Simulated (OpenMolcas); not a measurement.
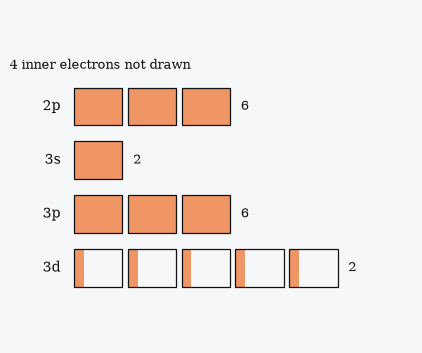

The outer shells of the leading configuration of the lowest level: a box for each of the 2l + 1 orbitals, shaded by the share of the shell that is filled, with the electron count at the right.

**Multiconfigurational calculation for Ti²⁺ complex**

- system: Ti²⁺ with 4 ligands (O; tetrahedron, 2.11 Å), neutralised by 4 outer point charges of +1.5 e, whose field is part of the energies.
- method: state-averaged SS-CASPT2, IPEA shift 0.25, imaginary shift 0.1 hartree, closed shells 3s 3p of the metal and the valence shells of the ligands correlated, active space 2 electrons in the shell 3d, basis ANO-RCC-VDZP on the metal and ANO-RCC-VDZP on the ligands, DKH2 scalar Hamiltonian, spin-orbit coupling by RASSI with atomic mean-field integrals (OpenMolcas)

Summary:

- outcome: converged; degenerate states are split by up to 454 cm⁻¹
- energy of the lowest spin-free term: −1154.88605 hartree
- energy of the lowest spin-orbit level: −1154.88612 hartree
- CASPT2 correlation energy: −1.2027 hartree
- largest spread among components of a term: 454.5 cm⁻¹
- lowest reference weight: 0.699
- hardware: 1 thread of Arm Neoverse V2, 24 GiB of memory available, shared host
- wall time: 48 s
- peak memory: 0.18 GiB

Remarks:

The components of ³T2, which symmetry makes degenerate, are split by 454 cm⁻¹ in CASPT2, and those of 5 more by over 50 cm⁻¹. This is an artefact; the levels of such states rest on averages and are uncertain by about as much. To bear in mind: bare point charges leave oxide and sulfide ligands too diffuse, field too small; distances are set from ionic radii, not optimised.

The input:
```
&GATEWAY
Coord
5

Ti 0.0 0.0 0.0
O 1.218209 1.218209 1.218209
O 1.218209 -1.218209 -1.218209
O -1.218209 1.218209 -1.218209
O -1.218209 -1.218209 1.218209
Basis=Ti.ANO-RCC-VDZP,O.ANO-RCC-VDZP
Group=NoSym
NoMove
AngMom=0.0 0.0 0.0
AMFI
RICD
XField
4 Angstrom 0
3.065730 3.065730 3.065730 1.500000
3.065730 -3.065730 -3.065730 1.500000
-3.065730 3.065730 -3.065730 1.500000
-3.065730 -3.065730 3.065730 1.500000
&SEWARD
&RASSCF
FileOrb=start.orb
Symmetry=1
Spin=3
nActEl=2 0 0
Inactive=29
Ras2=5
CIRoot=10 10 1
SDav=10
CIMx=300
Iter=150 100
PrWF=0.3
OrbListing=Nothing
MaxOrb=0
LevShft=1.0
>>> COPY $Project.JobIph JOB001
&RASSCF
FileOrb=start.orb
Symmetry=1
Spin=1
nActEl=2 0 0
Inactive=29
Ras2=5
CIRoot=15 15 1
SDav=15
CIMx=300
Iter=150 100
PrWF=0.3
OrbListing=Nothing
MaxOrb=0
LevShft=1.0
>>> COPY $Project.JobIph JOB002
&RASSI
NrOfJobIphs=2 10 15
1 2 3 4 5 6 7 8 9 10
1 2 3 4 5 6 7 8 9 10 11 12 13 14 15
IphNames
JOB001
JOB002
EJob
SpinOrbit
DIPRint=1.0
SOCoupling=1000.0
Subsets=2
Property=9
'ANGMOM' 1 'ANGMOM' 2 'ANGMOM' 3 'MLTPL  1' 1 'MLTPL  1' 2 'MLTPL  1' 3
'AMFI' 1 'AMFI' 2 'AMFI' 3
SOProperty=3
'ANGMOM' 1 'ANGMOM' 2 'ANGMOM' 3
>>> COPY JOB001 $Project.JobIph
&CASPT2
Multistate=10 1 2 3 4 5 6 7 8 9 10
NoMult
Frozen=9
IPEA=0.25
Imaginary=0.1
MaxIter=60
WThr=0.0 0.3 0.05
PrWF=0.5
NoMix
>>> COPY JOB002 $Project.JobIph
&CASPT2
Multistate=15 1 2 3 4 5 6 7 8 9 10 11 12 13 14 15
NoMult
Frozen=9
IPEA=0.25
Imaginary=0.1
MaxIter=60
WThr=0.0 0.3 0.05
PrWF=0.5
NoMix
```

The file start.orb holds starting orbitals from an earlier step. A driver script formed the levels outside the program, from RASSI's spin-orbit matrix and the CASPT2 energies (for multi-state variants, the effective Hamiltonian), averaged over the components of each term or state. The log and the time are those of the CASPT2 step.

Launched with:
```bash
OMP_NUM_THREADS=1 MOLCAS_MEM=2457 MOLCAS_PROJECT=a pymolcas a.inp > a.log  # once for each step of the input, in one work folder
```

Log (extracts):
```
--- CASPT2 ---
Orbital specifications:
      -----------------------

      Symmetry species                           1
                                                 a
      Frozen orbitals                            9
      Inactive orbitals                         20
      Active orbitals                            5
      Secondary orbitals                        56
      Deleted orbitals                           0
      Number of basis functions                 90
Type of calculation                        SS-CASPT2
      Fock operator                              state-specific
      IPEA shift                                 0.25
      Real shift                                 0.00
      Imaginary shift                            0.10
      The input orbitals will be transformed to quasi-canonical
Reference energy:       -1153.6833257526
      E2 (Non-variational):      -1.2011658528
      Shift correction:          -0.0015561655
      E2 (Variational):          -1.2027220183
      Total energy:           -1154.8860477710
      Residual norm:              0.0000009872
      Reference weight:           0.71931
      Contributions to the CASPT2 correlation energy
      Active & Virtual Only:         -0.0048221691
      One Inactive Excited:          -0.0995994181
      Two Inactive Excited:          -1.0967442656
Reference energy:       -1153.6687450718
      E2 (Non-variational):      -1.2075953801
      Shift correction:          -0.0016351256
      E2 (Variational):          -1.2092305057
      Total energy:           -1154.8779755775
      Residual norm:              0.0000006221
      Reference weight:           0.71591
      Contributions to the CASPT2 correlation energy
      Active & Virtual Only:         -0.0065095146
      One Inactive Excited:          -0.1030745986
      Two Inactive Excited:          -1.0980112670
::    CASPT2 Root  1     Total energy:  -1154.88604777
::    CASPT2 Root  2     Total energy:  -1154.87797558
::    CASPT2 Root  3     Total energy:  -1154.87590487
::    CASPT2 Root  4     Total energy:  -1154.87785121
::    CASPT2 Root  5     Total energy:  -1154.86507685
::    CASPT2 Root  6     Total energy:  -1154.86673669
::    CASPT2 Root  7     Total energy:  -1154.86545446
::    CASPT2 Root  8     Total energy:  -1154.83199057
::    CASPT2 Root  9     Total energy:  -1154.83260702
::    CASPT2 Root 10     Total energy:  -1154.83193393
--- CASPT2 ---
Orbital specifications:
      -----------------------

      Symmetry species                           1
                                                 a
      Frozen orbitals                            9
      Inactive orbitals                         20
      Active orbitals                            5
      Secondary orbitals                        56
      Deleted orbitals                           0
      Number of basis functions                 90
Type of calculation                        SS-CASPT2
      Fock operator                              state-specific
      IPEA shift                                 0.25
      Real shift                                 0.00
      Imaginary shift                            0.10
      The input orbitals will be transformed to quasi-canonical
Reference energy:       -1153.6305221514
      E2 (Non-variational):      -1.2170295976
      Shift correction:          -0.0016578297
      E2 (Variational):          -1.2186874273
      Total energy:           -1154.8492095787
      Residual norm:              0.0000004260
      Reference weight:           0.71407
      Contributions to the CASPT2 correlation energy
      Active & Virtual Only:         -0.0116409719
      One Inactive Excited:          -0.1024551071
      Two Inactive Excited:          -1.1029335187
Reference energy:       -1153.6305221509
      E2 (Non-variational):      -1.2169447387
      Shift correction:          -0.0016579709
      E2 (Variational):          -1.2186027096
      Total energy:           -1154.8491248606
      Residual norm:              0.0000004268
      Reference weight:           0.71409
      Contributions to the CASPT2 correlation energy
      Active & Virtual Only:         -0.0116410604
      One Inactive Excited:          -0.1024543779
      Two Inactive Excited:          -1.1028493004
::    CASPT2 Root  1     Total energy:  -1154.84920958
::    CASPT2 Root  2     Total energy:  -1154.84912486
::    CASPT2 Root  3     Total energy:  -1154.84261771
::    CASPT2 Root  4     Total energy:  -1154.84232829
::    CASPT2 Root  5     Total energy:  -1154.84231011
::    CASPT2 Root  6     Total energy:  -1154.82266164
::    CASPT2 Root  7     Total energy:  -1154.81793131
::    CASPT2 Root  8     Total energy:  -1154.81886228
::    CASPT2 Root  9     Total energy:  -1154.81858606
::    CASPT2 Root 10     Total energy:  -1154.81603637
::    CASPT2 Root 11     Total energy:  -1154.81605941
::    CASPT2 Root 12     Total energy:  -1154.81107455
::    CASPT2 Root 13     Total energy:  -1154.81098159
::    CASPT2 Root 14     Total energy:  -1154.81171585
::    CASPT2 Root 15     Total energy:  -1154.74793918
```

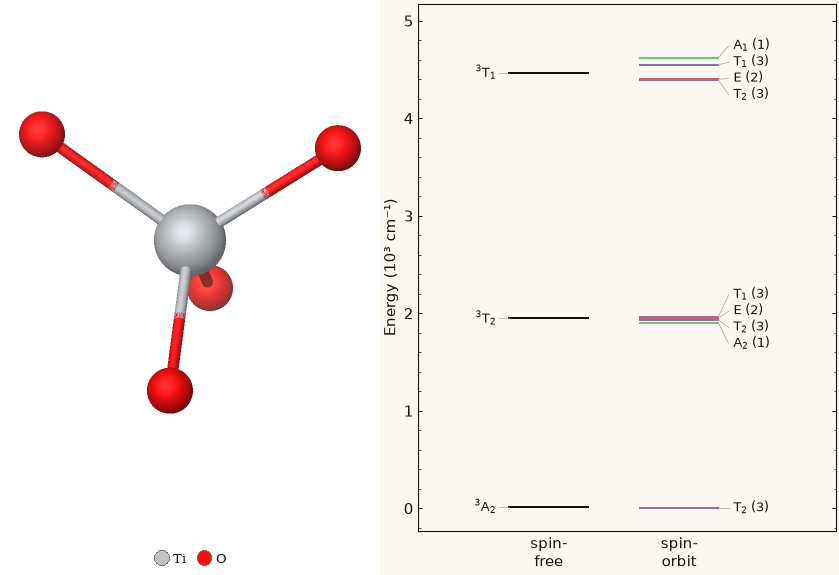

Ti²⁺ (3d²) with 4 ligands, O²⁻, at 2.11 Å (arrangement: tetrahedron, Td), neutralised by outer point charges of +1.5 e, and its levels. Labels give the representation in O, Td, D4 or D3 as the site allows (double group for half-integer spin) where it could be assigned and, in brackets, the degeneracy; spin-free states, where drawn, share the zero of the spin-orbit levels. The ground level is T₂, 3-fold degenerate, 100 % from states of spin multiplicity 3. The next level lies at 1,900 cm⁻¹ (A₂). The lowest spin-free state is ³A₂; of the same spin there follow at 1,930 cm⁻¹ (³T₂) and 4,450 cm⁻¹ (³T₁) above it.
